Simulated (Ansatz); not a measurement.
# Fields on a plane of SrIr2 (cubic Laves, MgCu2 type)

```yaml
crystal:
  lattice:
    - [0.00000, 3.84847, 3.84847]
    - [3.84847, 0.00000, 3.84847]
    - [3.84847, 3.84847, 0.00000]
  atoms:
    - { symbol: Sr, position: [0.75000, 0.75000, 0.75000] }
    - { symbol: Sr, position: [0.50000, 0.50000, 0.50000] }
    - { symbol: Ir, position: [0.12500, 0.62500, 0.12500] }
    - { symbol: Ir, position: [0.12500, 0.12500, 0.12500] }
    - { symbol: Ir, position: [0.62500, 0.12500, 0.12500] }
    - { symbol: Ir, position: [0.12500, 0.12500, 0.62500] }
```

The slice is a {110} plane (indices of the conventional cell) through the point (0.125, 0.125, 0.625) (fractional), spanned by u = [100] and v = [1 -1 -1] in vectors of this cell: u (5.44 Å) and v (7.70 Å, at 90° to u). It covers one period; positions are fractions (u, v).

Atoms on it: Ir at (0.50, 0.50); Ir at (0.00, 0.00).

Method: r2SCAN (plane waves to 500 eV, PAW, scalar-relativistic; Ansatz, an electronic-structure program). k mesh 11×11×11. These are valence fields of a PAW run, semicore shells included where kept as valence: close to a nucleus they are smooth pseudo fields. Spin-orbit coupling is left out, though Ir is heavy. SrIr2 is run without spin polarisation. SrIr2 was relaxed with its symmetry unable to fall.

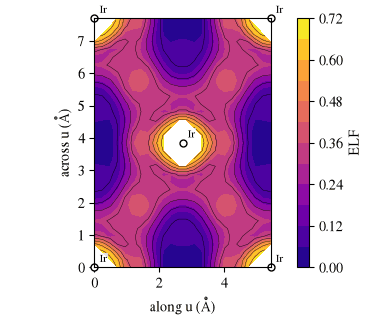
Electron localisation function (ELF), one period of the plane, atoms marked. Points within 0.5 Å of a nucleus are left white, as the pseudised field means little there.

```
|xxxxx+%@%#*++*#%@%+xxxx|
|xxxx *@@%#++++#%@@* xxx|
|xxx =%@@%*+==+*%@@%= xx|
|xx =#@@@%*+==+*%@@@#= x|
|=+*%@@@%%#*++*#%%@@@%*+|
|@@@@@@%%%##**##%%%@@@@@|
|@@@@@%%%%%%%%%%%%%%@@@@|
|@@@%%%%%%@@@@@@%%%%%%@@|
|%%%%%%%%@@@@@@@@%%%%%%%|
|**##%%@@@@@@@@@@@@%%##*|
|++*#%@@@%#+==+#%@@@%#*+|
|=+*#%@@%*. xx .*%@@%#*+|
|=+*#@@@* xxxxxx *@@@#*+|
|=+*#@@%-xxxxxxxx-%@@#*+|
|++*#@@# xxxxxxxx #@@#*+|
|++*%@@# xxxxxxxx #@@%*+|
|++*#@@# xxxxxxxx #@@#*+|
|=+*#@@%-xxxxxxxx-%@@#*+|
|=+*#@@@* xxxxxx *@@@#*+|
|=+*#%@@%*. xx .*%@@%#*+|
|++*#%@@@%#+==+#%@@@%#*+|
|**##%%@@@@@@@@@@@@%%##*|
|%%%%%%%%@@@@@@@@%%%%%%%|
|@@@%%%%%%@@@@@@%%%%%%@@|
|@@@@@%%%%%%%%%%%%%%@@@@|
|@@@@@@%%%##**##%%%@@@@@|
|=+*%@@@%%#*++*#%%@@@%*+|
|xx =#@@@%*+==+*%@@@#= x|
|xxx =%@@%*+==+*%@@%= xx|
|xxxx *@@%#++++#%@@* xxx|
|xxxxx+%@%#*++*#%@%+xxxx|
|xxxxx=%@%#*++*#%@%=xxxx|
```
Scale: ten equal steps from 4.00 (start of ' ') to 12.11 (end of '@'), in the order ' .:-=+*#%@'. Values: electrostatic potential energy of an electron, from the cell's mean, in eV. The map has 23 points along u (one character each, u = 0 at the left) and 32 along v (v = 0 in the bottom row). Points within 1 Å of a nucleus are blanked (x), as the pseudised field means little there. Values under 4 eV are set to 4. The zero, the cell's mean, hangs on the PAW cores.
